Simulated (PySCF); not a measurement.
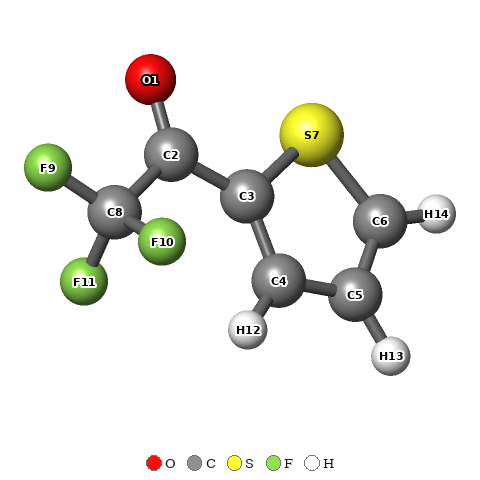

The molecule: C₆H₃F₃OS (2-(trifluoroacetyl)thiophene), SMILES O=C(c1cccs1)C(F)(F)F.

Kohn-Sham orbital energies near the frontier, ωB97X-D/def2-SVPD with PySCF 2.14.0, at a PBE0-D3(BJ)/def2-SVP geometry (no frequency check), isolated molecule; empty levels in grey, levels within 0.03 eV side by side.

Q: Where do the frontier orbitals lie?

A: HOMO at −9.54 eV, LUMO at −0.94 eV, 8.59 eV apart.

Q: On which atoms do HOMO and LUMO mostly sit?

A: HOMO: C3 25 %, C6 24 %, C5 18 %. LUMO: C2 20 %, O1 20 %, C6 14 % (Löwdin shares).

Q: List the levels with the atoms that carry most of them (a dash for levels above zero or within 0.03 eV of another, where shares mean little).

A:
| orbital | energy (eV) | Löwdin shares |
| --- | --- | --- |
| LUMO+1 | 1.62 | – |
| LUMO | −0.94 | C2 20 %, O1 20 %, C6 14 % |
| HOMO | −9.54 | C3 25 %, C6 24 %, C5 18 % |
| HOMO−1 | −9.89 | S7 42 %, C4 22 %, C5 14 % |
| HOMO−2 | −10.42 | O1 60 %, C2 11 %, C8 8 % |

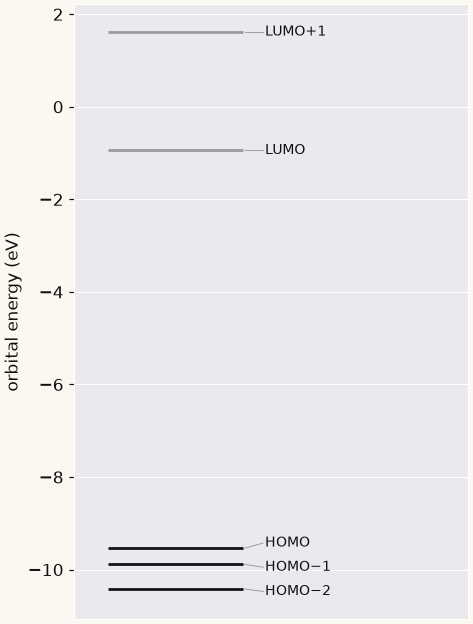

Known limits of this run: one conformer of a flexible molecule; empty levels above zero depend strongly on the basis.
